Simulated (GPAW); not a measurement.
# Near-edge structure at the O K edge of MnO2 (Pyrolusite, P4_2/mnm), part 3 of 3

How does the O K edge of MnO2 (Pyrolusite, P4_2/mnm) move when the bonds are compressed or stretched?

GPAW 26.7.0; X-ray absorption from dipole matrix elements to empty bands, plane-wave PAW LDA.

So far. Step 4 (Spectrum with XCH, O atom 3): The total-energy difference is 524.37 eV. The functional leaves an error in such absolute values: in the free atom LDA prices this hole 4.1 eV below PBE (computed apart), and PBE is itself good to a few eV. Step 6 (Spectrum with XCH, O atom 3): The scaled spectrum changes by 26 % r.m.s. A shift of +0.4 eV leaves 14 %. The highest intensity below 16 eV goes from 14.2 eV (2.24) to 14.6 eV (1.99).

## Step 7: Reference energy of the supercell

Level of this step: plane-wave PAW DFT, LDA, self-consistent field (GPAW).

The cell changes for the next run, so it gets a reference energy of its own.

The cell differs from the one that the last finished run ended in (a 5.091 → 5.200 Å, b 5.091 → 5.200 Å, c 5.091 → 5.200 Å).

Contents of scf.py:

```python
import numpy as np
from ase import Atoms
from ase.parallel import parprint, paropen
from gpaw import GPAW, PW, FermiDirac, Mixer, MixerDif, setup_paths
from gpaw.test import gen
setup_paths.insert(0, '.')
gen('O', name='nch1s', xcname='LDA', corehole=(1, 0, 0), write_xml=True)
from gpaw.mpi import world
world.barrier()

atoms = Atoms('Mn4O8',
    cell=[[4.35386969, 0, 2.84397781],
     [0, 4.35386969, 2.84397781],
     [-4.35386969, 0, 2.84397781]],
    scaled_positions=[[0.25, 0.5, 0.75],
     [0.75, 0.5, 0.25],
     [0, 0, 0],
     [0.5, 0, 0.5],
     [0.55515, 0.19485, 0.75],
     [0.05515, 0.19485, 0.25],
     [0, 0.69485, 0.30515],
     [0.5, 0.69485, 0.80515],
     [0.94485, 0.80515, 0.75],
     [0.44485, 0.80515, 0.25],
     [0, 0.30515, 0.69485],
     [0.5, 0.30515, 0.19485]],
    magmoms=[4.0, 4.0, -4.0, -4.0, 0.0, 0.0, 0.0, 0.0, 0.0, 0.0, 0.0, 0.0],
    pbc=True)
atoms.calc = calc = GPAW(legacy_gpaw=True, mode=PW(500), xc='LDA', setups={4: 'nch1s'},
    kpts={'size': (4, 4, 4), 'gamma': True}, occupations=FermiDirac(0.1),
    charge=0, mixer=MixerDif(0.05, 8, 50), maxiter=150,
    convergence={'density': 0.0001}, txt='scf.txt')
energy = atoms.get_potential_energy() + calc.get_reference_energy()
ef = calc.get_fermi_level()
out = dict(energy=energy, fermi=ef, forces=atoms.get_forces().tolist(), magmoms=atoms.get_magnetic_moments().tolist())
parprint(f'all-electron energy {energy:.4f} eV, Fermi level {ef:.4f} eV')
ev = np.array([[calc.get_eigenvalues(k, s) for k in range(len(calc.get_ibz_k_points()))] for s in range(calc.get_number_of_spins())])
out['homo'], out['lumo'], out['counts'] = ev[ev < ef].max(), ev[ev > ef].min(), sorted(set((ev < ef).sum((0, 2)).tolist()))
out['filled'] = (ev[:, 0] < ef).sum(1).tolist()
import json
with paropen('out.json', 'w') as f:
    json.dump(out, f)
```

Run with:

```sh
$ OMP_NUM_THREADS=1 mpirun -n 2 gpaw python scf.py
```

Numbers of over 12 decimals in the logs are rounded to 6 here.

The program printed:

```text
Input parameters:
  convergence: {density: 0.0001}
  kpts: {gamma: True,
         size: (4, 4, 4)}
  maxiter: 150
  mixer: {backend: pulay,
          beta: 0.05,
          method: difference,
          nmaxold: 8,
          weight: 50}
  mode: {ecut: 500.0,
         name: pw}
  occupations: {fixmagmom: False,
                name: fermi-dirac,
                width: 0.1}
  setups: {4: nch1s}

Initialize ...

[...]
2s(2) :    -0.872866     1.079797
*s    :     0.127134
2p(4) :    -0.337925     0.876472
*p    :     0.662075
*d    :     0.000000
--------------------------------

Diagonalizing with gridspacing h=0.050

state   all-electron     PAW
-------------------------------
2s:      -0.872866    -0.873954
2p:      -0.337925    -0.341740
*d:                    0.050276
*f:                    0.077289
-------------------------------
all-electron energy -142153.1756 eV, Fermi level 6.4483 eV
[key lines of the parts left out:]
Converged after 31 iterations.
Dipole moment: (-0.000000, -0.000000, -0.000000) |e|*Ang
Free energy:   -108.086218
Fermi level: 6.44832
```

Run time: 4.8 min. Hardware: 2 MPI ranks of Arm Neoverse V1, shared host; peak memory 0.42 GiB.

Reference energy: -142153.176 eV with the cores included.

## Step 8: Spectrum with XCH, O atom 3

Shorter bonds are expected to push antibonding states and scattering resonances up, and longer ones down; the cell is scaled to test that.

Changed against the first core-hole run: volume scale from 1 to 0.97.

Contents of xas.py:

```python
import numpy as np
from ase import Atoms
from ase.parallel import parprint, paropen
from gpaw import GPAW, PW, FermiDirac, Mixer, MixerDif, setup_paths
from gpaw.test import gen
setup_paths.insert(0, '.')
gen('O', name='fch1s', xcname='LDA', corehole=(1, 0, 1), write_xml=True)
from gpaw.mpi import world
world.barrier()

atoms = Atoms('Mn4O8',
    cell=[[4.35386969, 0, 2.84397781],
     [0, 4.35386969, 2.84397781],
     [-4.35386969, 0, 2.84397781]],
    scaled_positions=[[0.25, 0.5, 0.75],
     [0.75, 0.5, 0.25],
     [0, 0, 0],
     [0.5, 0, 0.5],
     [0.55515, 0.19485, 0.75],
     [0.05515, 0.19485, 0.25],
     [0, 0.69485, 0.30515],
     [0.5, 0.69485, 0.80515],
     [0.94485, 0.80515, 0.75],
     [0.44485, 0.80515, 0.25],
     [0, 0.30515, 0.69485],
     [0.5, 0.30515, 0.19485]],
    magmoms=[4.0, 4.0, -4.0, -4.0, 0.0, 0.0, 0.0, 0.0, 0.0, 0.0, 0.0, 0.0],
    pbc=True)
atoms.calc = calc = GPAW(legacy_gpaw=True, mode=PW(500), xc='LDA', setups={4: 'fch1s'},
    kpts={'size': (4, 4, 4), 'gamma': True}, occupations=FermiDirac(0.1),
    charge=-1, mixer=MixerDif(0.05, 8, 50), maxiter=150,
    convergence={'density': 0.0001}, txt='scf.txt')
energy = atoms.get_potential_energy() + calc.get_reference_energy()
ef = calc.get_fermi_level()
out = dict(energy=energy, fermi=ef, forces=atoms.get_forces().tolist(), magmoms=atoms.get_magnetic_moments().tolist())
parprint(f'all-electron energy {energy:.4f} eV, Fermi level {ef:.4f} eV')
ev = np.array([[calc.get_eigenvalues(k, s) for k in range(len(calc.get_ibz_k_points()))] for s in range(calc.get_number_of_spins())])
out['homo'], out['lumo'], out['counts'] = ev[ev < ef].max(), ev[ev > ef].min(), sorted(set((ev < ef).sum((0, 2)).tolist()))
out['filled'] = (ev[:, 0] < ef).sum(1).tolist()

from ase.units import Ha
from gpaw.xas import dipole_matrix_elements
nb = int(calc.get_number_of_electrons() / 2) + 87
top, nb = nb, nb + 8 + nb // 12
nscf = calc.fixed_density(kpts={'size': (5, 5, 5), 'gamma': True}, nbands=nb,
    convergence={'bands': top, 'eigenstates': 1e-5}, maxiter=60, txt='nscf.txt')
cell = atoms.cell.array
ops = [cell.T @ U.T @ np.linalg.inv(cell.T) for U in nscf.wfs.kd.symmetry.op_scc]
E = np.arange(-6, 34, 0.1)
fwhm = np.interp(E, [4, 25], [0.9, 3.5])
Y, X, zero, highest = 0, 0, 1e9, 1e9
for spin in range(nscf.get_number_of_spins()):
    wfs = nscf.wfs
    A = dipole_matrix_elements(wfs.setups[4])
    eps = np.zeros((wfs.kd.nibzkpts, nb))
    d = np.zeros((3, A.shape[1], wfs.kd.nibzkpts, nb), complex)
    for kpt in wfs.kpt_u:
        if kpt.s == spin and 4 in kpt.P_ani:
            eps[kpt.k] = kpt.eps_n * Ha
            d[:, :, kpt.k] = (kpt.weight * wfs.nspins / 2) ** 0.5 * np.inner(A, kpt.P_ani[4])
    world.sum(eps)
    world.sum(d)
    T = np.einsum('amkn,bmkn->abkn', d, d.conj()).real
    T = sum(np.einsum('ai,ijkn,bj->abkn', R, T, R) for R in ops) / len(ops)
    empty = eps > ef
    zero, highest = min(zero, eps[empty].min()), min(highest, eps[:, top - 1].min())
    lines = [(eps, T, empty)] if spin == 0 else lines + [(eps, T, empty)]
for eps, T, empty in lines:
    f = np.einsum('aakn->akn', T).reshape(3, -1)
    x = eps.ravel() - zero
    w = np.interp(x, E, fwhm) / 2.35482
    g = np.exp(-0.5 * ((E[:, None] - x) / w) ** 2) / (w * (2 * np.pi) ** 0.5)
    Y = Y + (f * empty.ravel()) @ g.T
    X = X + (f * ~empty.ravel()) @ g.T
out.update(E=E.round(2).tolist(), xas=Y.tolist(), xes=X.tolist(), zero=zero, valid=highest - zero, nk=len(eps), nb=nb)
for i in range(0, len(E), 10):
    parprint(f'{E[i]:7.2f}', *(f'{v:10.3e}' for v in Y[:, i]))
import json
with paropen('out.json', 'w') as f:
    json.dump(out, f)
```

Run with:

```sh
$ OMP_NUM_THREADS=1 mpirun -n 2 gpaw python xas.py
```

The program printed:

```text
Input parameters:
  charge: -1
  convergence: {density: 0.0001}
  kpts: {gamma: True,
         size: (4, 4, 4)}
  maxiter: 150
  mixer: {backend: pulay,
          beta: 0.05,
          method: difference,
          nmaxold: 8,
          weight: 50}
  mode: {ecut: 500.0,
         name: pw}
  occupations: {fixmagmom: False,
                name: fermi-dirac,
                width: 0.1}
  setups: {4: fch1s}

[...]
2s:      -1.594915    -1.596334
2p:      -1.067100    -1.073375
*d:                   -0.060686
*f:                   -0.013559
-------------------------------
all-electron energy -141628.7093 eV, Fermi level 6.8488 eV
  -6.00  1.148e-59  1.148e-59  6.931e-60
  -5.00  2.929e-43  2.929e-43  1.791e-43
  -4.00  8.140e-30  8.140e-30  5.129e-30
  -3.00  2.514e-19  2.514e-19  1.678e-19
[...]
32.00  5.984e-05  5.984e-05  9.845e-05
  33.00  6.348e-05  6.348e-05  1.143e-04
[key lines of the parts left out:]
Converged after 23 iterations.
Dipole moment: (-0.143978, -0.127573, 0.041524) |e|*Ang
Free energy:   -134.290135
Fermi level: 6.84885
```

Run time: 11 min. Hardware: 2 MPI ranks; peak memory 0.79 GiB.

| E (eV) | first run | this run |
| --- | --- | --- |
| -2.0 | 0.00 | 0.00 |
| -1.0 | 0.00 | 0.00 |
| 0.0 | 0.51 | 0.48 |
| 1.0 | 1.64 | 1.51 |
| 2.0 | 1.18 | 1.31 |
| 3.0 | 1.96 | 1.88 |
| 4.0 | 0.31 | 0.47 |
| 5.0 | 0.00 | 0.01 |
| 6.0 | 0.00 | 0.00 |
| 7.0 | 0.02 | 0.01 |
| 8.0 | 0.14 | 0.11 |
| 9.0 | 0.45 | 0.38 |
| 10.0 | 1.09 | 0.97 |
| 11.0 | 1.54 | 1.48 |
| 12.0 | 1.58 | 1.53 |
| 13.0 | 1.89 | 1.78 |
| 14.0 | 2.23 | 2.13 |
| 15.0 | 2.08 | 2.09 |
| 16.0 | 1.54 | 1.70 |
| 17.0 | 0.91 | 1.10 |
| 18.0 | 0.52 | 0.62 |
| 19.0 | 0.38 | 0.40 |
| 20.0 | 0.37 | 0.36 |
| 21.0 | 0.42 | 0.40 |
| 22.0 | 0.48 | 0.45 |
| 23.0 | 0.55 | 0.51 |
| 24.0 | 0.64 | 0.60 |
| 25.0 | 0.71 | 0.69 |
| 26.0 | 0.70 | 0.71 |
| 27.0 | 0.64 | 0.67 |
| 28.0 | 0.61 | 0.62 |
| 29.0 | 0.59 | 0.60 |
| 30.0 | 0.55 | 0.56 |
| 31.0 | 0.56 | 0.54 |
| 32.0 | 0.61 | 0.57 |

Against the first run the r.m.s. difference is 8 %. The highest intensity below 16 eV goes from 14.2 eV (2.24) to 14.4 eV (2.16).

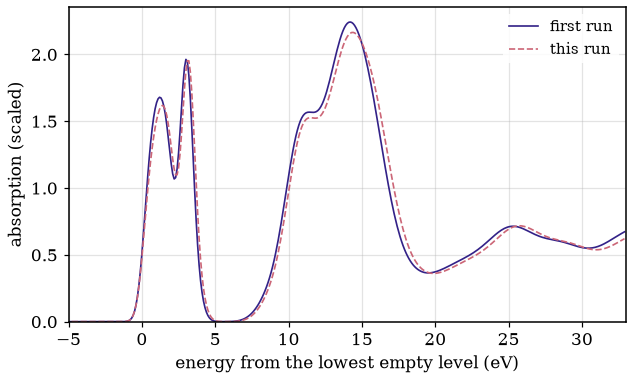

The effect of the change (volume scale from 1 to 0.97).

The photon energy of the zero moves by +0.09 eV.

## Step 9: Supercell without a hole, the energy reference

The cell changes for the next run, so it gets a reference energy of its own.

The cell differs from the one that the last finished run ended in (a 5.200 → 5.357 Å, b 5.200 → 5.357 Å, c 5.200 → 5.357 Å).

Changes to scf.py since step 7:

```diff
@@ -11,5 +11,5 @@
 atoms = Atoms('Mn4O8',
-    cell=[[4.35386969, 0, 2.84397781],
-     [0, 4.35386969, 2.84397781],
-     [-4.35386969, 0, 2.84397781]],
+    cell=[[4.48456308, 0, 2.92934764],
+     [0, 4.48456308, 2.92934764],
+     [-4.48456308, 0, 2.92934764]],
     scaled_positions=[[0.25, 0.5, 0.75],
```

Run with:

```sh
$ OMP_NUM_THREADS=1 mpirun -n 2 gpaw python scf.py
```

The program printed:

```text
Input parameters:
  convergence: {density: 0.0001}
  kpts: {gamma: True,
         size: (4, 4, 4)}
  maxiter: 150
  mixer: {backend: pulay,
          beta: 0.05,
          method: difference,
          nmaxold: 8,
          weight: 50}
  mode: {ecut: 500.0,
         name: pw}
  occupations: {fixmagmom: False,
                name: fermi-dirac,
                width: 0.1}
  setups: {4: nch1s}

Initialize ...

[...]
2s(2) :    -0.872866     1.079797
*s    :     0.127134
2p(4) :    -0.337925     0.876472
*p    :     0.662075
*d    :     0.000000
--------------------------------

Diagonalizing with gridspacing h=0.050

state   all-electron     PAW
-------------------------------
2s:      -0.872866    -0.873954
2p:      -0.337925    -0.341740
*d:                    0.050276
*f:                    0.077289
-------------------------------
all-electron energy -142152.1061 eV, Fermi level 5.1914 eV
[key lines of the parts left out:]
Converged after 26 iterations.
Dipole moment: (-0.000005, 0.000000, -0.000010) |e|*Ang
Free energy:   -107.011700
Fermi level: 5.19137
```

Elapsed: 4.1 min, on 2 MPI ranks; peak memory 0.44 GiB.

Reference energy: -142152.106 eV with the cores included.

## Step 10: Spectrum with XCH, O atom 3

Shorter bonds are expected to push antibonding states and scattering resonances up, and longer ones down; the cell is scaled to test that.

Changed against the first core-hole run: volume scale from 1 to 1.06.

Changes to xas.py since step 8:

```diff
@@ -11,5 +11,5 @@
 atoms = Atoms('Mn4O8',
-    cell=[[4.35386969, 0, 2.84397781],
-     [0, 4.35386969, 2.84397781],
-     [-4.35386969, 0, 2.84397781]],
+    cell=[[4.48456308, 0, 2.92934764],
+     [0, 4.48456308, 2.92934764],
+     [-4.48456308, 0, 2.92934764]],
     scaled_positions=[[0.25, 0.5, 0.75],
@@ -42,3 +42,3 @@
 from gpaw.xas import dipole_matrix_elements
-nb = int(calc.get_number_of_electrons() / 2) + 87
+nb = int(calc.get_number_of_electrons() / 2) + 93
 top, nb = nb, nb + 8 + nb // 12
```

Run with:

```sh
$ OMP_NUM_THREADS=1 mpirun -n 2 gpaw python xas.py
```

The program printed:

```text
Input parameters:
  charge: -1
  convergence: {density: 0.0001}
  kpts: {gamma: True,
         size: (4, 4, 4)}
  maxiter: 150
  mixer: {backend: pulay,
          beta: 0.05,
          method: difference,
          nmaxold: 8,
          weight: 50}
  mode: {ecut: 500.0,
         name: pw}
  occupations: {fixmagmom: False,
                name: fermi-dirac,
                width: 0.1}
  setups: {4: fch1s}

[...]
2s:      -1.594915    -1.596334
2p:      -1.067100    -1.073375
*d:                   -0.060686
*f:                   -0.013559
-------------------------------
all-electron energy -141627.9082 eV, Fermi level 5.6207 eV
  -6.00  3.720e-60  3.720e-60  4.026e-60
  -5.00  9.825e-44  9.825e-44  1.129e-43
  -4.00  2.891e-30  2.891e-30  3.642e-30
  -3.00  9.984e-20  9.984e-20  1.404e-19
[...]
32.00  7.058e-05  7.058e-05  1.299e-04
  33.00  7.713e-05  7.713e-05  1.369e-04
[key lines of the parts left out:]
Converged after 20 iterations.
Dipole moment: (-0.143301, -0.128257, 0.042952) |e|*Ang
Free energy:   -133.487802
Fermi level: 5.62070
```

Elapsed: 10 min, on 2 MPI ranks; peak memory 0.87 GiB.

| E (eV) | first run | this run |
| --- | --- | --- |
| -2.0 | 0.00 | 0.00 |
| -1.0 | 0.00 | 0.00 |
| 0.0 | 0.51 | 0.64 |
| 1.0 | 1.64 | 1.75 |
| 2.0 | 1.18 | 1.03 |
| 3.0 | 1.96 | 1.79 |
| 4.0 | 0.31 | 0.11 |
| 5.0 | 0.00 | 0.00 |
| 6.0 | 0.00 | 0.00 |
| 7.0 | 0.02 | 0.05 |
| 8.0 | 0.14 | 0.23 |
| 9.0 | 0.45 | 0.65 |
| 10.0 | 1.09 | 1.33 |
| 11.0 | 1.54 | 1.65 |
| 12.0 | 1.58 | 1.72 |
| 13.0 | 1.89 | 2.16 |
| 14.0 | 2.23 | 2.34 |
| 15.0 | 2.08 | 1.87 |
| 16.0 | 1.54 | 1.14 |
| 17.0 | 0.91 | 0.63 |
| 18.0 | 0.52 | 0.41 |
| 19.0 | 0.38 | 0.37 |
| 20.0 | 0.37 | 0.41 |
| 21.0 | 0.42 | 0.47 |
| 22.0 | 0.48 | 0.53 |
| 23.0 | 0.55 | 0.62 |
| 24.0 | 0.64 | 0.71 |
| 25.0 | 0.71 | 0.70 |
| 26.0 | 0.70 | 0.65 |
| 27.0 | 0.64 | 0.62 |
| 28.0 | 0.61 | 0.60 |
| 29.0 | 0.59 | 0.58 |
| 30.0 | 0.55 | 0.59 |
| 31.0 | 0.56 | 0.65 |
| 32.0 | 0.61 | 0.72 |

The scaled spectrum changes by 17 % r.m.s. A shift of -0.2 eV leaves 9 %. The highest intensity below 16 eV goes from 14.2 eV (2.24) to 13.8 eV (2.36).

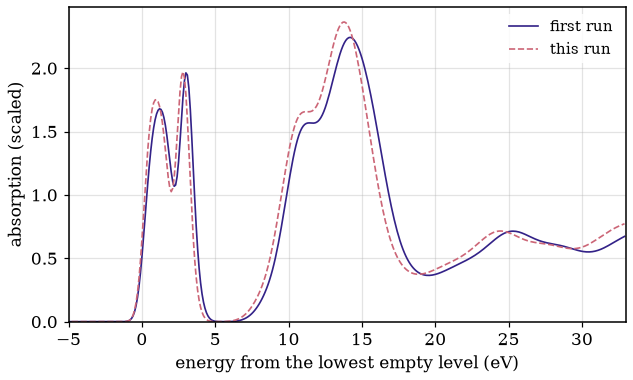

The effect of the change (volume scale from 1 to 1.06).

The photon energy of the zero moves by -0.17 eV.

## Step 11: The volumes side by side

| volume | nearest distance (Å) | shift of the zero (eV) | maximum 1 (eV above own zero) | maximum 2 (eV above own zero) | maximum 3 (eV above own zero) |
| --- | --- | --- | --- | --- | --- |
| 0.91 | 1.821 | +0.29 | 1.9 | 3.5 | 14.6 |
| 0.97 | 1.860 | +0.09 | 1.4 | 3.1 | 14.4 |
| 1 | 1.879 | +0.00 | 1.2 | 3.0 | 14.2 |
| 1.06 | 1.916 | -0.17 | 1.0 | 2.8 | 13.8 |

The curves, each shifted by its zero's change so that they share one photon-energy axis, counted from the zero at V × 1:

| E (eV) | V × 0.91 | V × 0.97 | V × 1 | V × 1.06 |
| --- | --- | --- | --- | --- |
| -2.0 | 0.00 | 0.00 | 0.00 | 0.00 |
| -1.0 | 0.00 | 0.00 | 0.00 | 0.01 |
| 0.0 | 0.20 | 0.37 | 0.51 | 0.96 |
| 1.0 | 1.03 | 1.45 | 1.64 | 1.71 |
| 2.0 | 1.49 | 1.39 | 1.18 | 1.11 |
| 3.0 | 1.18 | 1.75 | 1.96 | 1.42 |
| 4.0 | 1.72 | 0.61 | 0.31 | 0.05 |
| 5.0 | 0.15 | 0.01 | 0.00 | 0.00 |
| 6.0 | 0.00 | 0.00 | 0.00 | 0.01 |
| 7.0 | 0.00 | 0.01 | 0.02 | 0.07 |
| 8.0 | 0.03 | 0.09 | 0.14 | 0.28 |
| 9.0 | 0.17 | 0.34 | 0.45 | 0.76 |
| 10.0 | 0.55 | 0.91 | 1.09 | 1.43 |
| 11.0 | 1.18 | 1.46 | 1.54 | 1.66 |
| 12.0 | 1.44 | 1.52 | 1.58 | 1.77 |
| 13.0 | 1.48 | 1.74 | 1.89 | 2.23 |
| 14.0 | 1.83 | 2.11 | 2.23 | 2.30 |
| 15.0 | 1.99 | 2.11 | 2.08 | 1.74 |
| 16.0 | 1.87 | 1.75 | 1.54 | 1.03 |
| 17.0 | 1.61 | 1.16 | 0.91 | 0.57 |
| 18.0 | 1.13 | 0.65 | 0.52 | 0.40 |
| 19.0 | 0.67 | 0.41 | 0.38 | 0.38 |
| 20.0 | 0.42 | 0.36 | 0.37 | 0.42 |
| 21.0 | 0.36 | 0.39 | 0.42 | 0.48 |
| 22.0 | 0.38 | 0.45 | 0.48 | 0.55 |
| 23.0 | 0.44 | 0.51 | 0.55 | 0.64 |
| 24.0 | 0.49 | 0.59 | 0.64 | 0.71 |
| 25.0 | 0.58 | 0.68 | 0.71 | 0.69 |
| 26.0 | 0.68 | 0.72 | 0.70 | 0.64 |
| 27.0 | 0.73 | 0.67 | 0.64 | 0.62 |
| 28.0 | 0.69 | 0.62 | 0.61 | 0.60 |
| 29.0 | 0.63 | 0.60 | 0.59 | 0.58 |
| 30.0 | 0.60 | 0.56 | 0.55 | 0.59 |
| 31.0 | 0.56 | 0.54 | 0.56 | 0.66 |
| 32.0 | 0.52 | 0.56 | 0.61 | 0.73 |

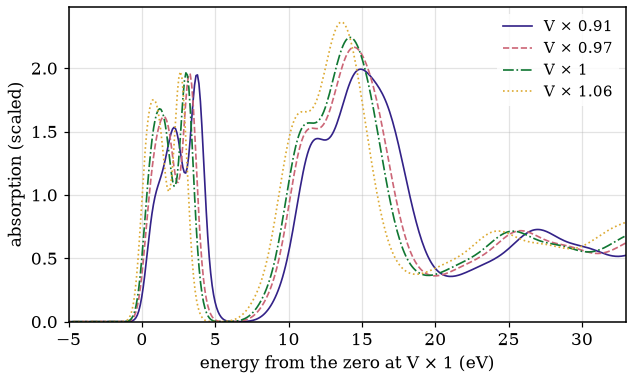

The edge at each volume, on one photon-energy scale.

## Step 12: Summary of results

| Quantity | Value |
| --- | --- |
| absorber and edge | O K, atom 3 of the ground-state input (counted from 1) |
| surroundings | 2 Mn at 1.88 Å and 1 Mn at 1.90 Å (distorted trigonal planar, site symmetry m2m) |
| highest intensity below 16 eV | 14.2 eV above the zero, height 2.24 |
| photon energy of the zero (spin-polarised hole, raw) | 524.4 eV (LDA puts this hole about 4 eV below PBE, itself good to a few eV) |

From V × 0.91 to V × 1.06 the nearest distance grows by 0.095 Å and the zero moves by -0.46 eV. Above their own zero, the maxima move from 1.9 to 1.0 eV, from 3.5 to 2.8 eV and from 14.6 to 13.8 eV. The O K edge of atom 3, with 2 Mn at 1.88 Å and 1 Mn at 1.90 Å (distorted trigonal planar, site symmetry m2m), has its highest intensity of the first 16 eV at 14.2 eV above the zero, near 539 eV in photon energy (LDA puts this hole about 4 eV below PBE, itself good to a few eV), 2.2 times the mean level of the first 20 eV (Gaussian full width 0.9 eV up to 4 eV, rising linearly to 3.5 eV at 25 eV). At the O K edge of atom 3 polarisation matters most near 15.8 eV, where the curves differ by 0.9 on this scale. The hole lies in one spin channel, while the script sums the empty states of both and takes the lower zero; where the two channels are split, this blurs and shifts the curve. The unit cell's mesh shows no gap over 0.35 eV. That is right for a metallic compound; for a small-gap or correlated insulator it would be the fault of the functional or of the assumed magnetic order, and the hole would be screened too well. The spins start antiferromagnetically in a simple order, which needn't be the measured one; gap and edge can depend on it. The holes are only 5.3 Å apart, so the shape is probably not converged with cell size; no larger cell was run here. The mesh is coarse (0.30 Å⁻¹ between points), so small maxima may be mesh ripples. Lifetime broadening is put in by hand, and intensities beyond about 20 eV depend on it and on the partial waves; weight that the partial waves miss at high energy is lost. The structure is a published determination, not relaxed.

[Banner, clock and machine lines of the logs are left out without a mark of their own.]

[Logs are printed without paths, hosts, clocks, repeated set-up lines and the standing remarks that a program may print on its own settings, such as how far it seeks lower states.]

[Hosts, paths, dates, database ids (printed as entryN), source tags and the programs' standing remarks are cut or masked in the printed files.]

[Lists of maxima count a maximum above −3 eV only where it reaches 4 % of the highest in the window and stands out from its surroundings by 2 % of it (1.5 % where it reaches 55 %); shoulders and weaker maxima are passed over, and of the rest the first, up to two pre-edge ones and the few strongest are named.]
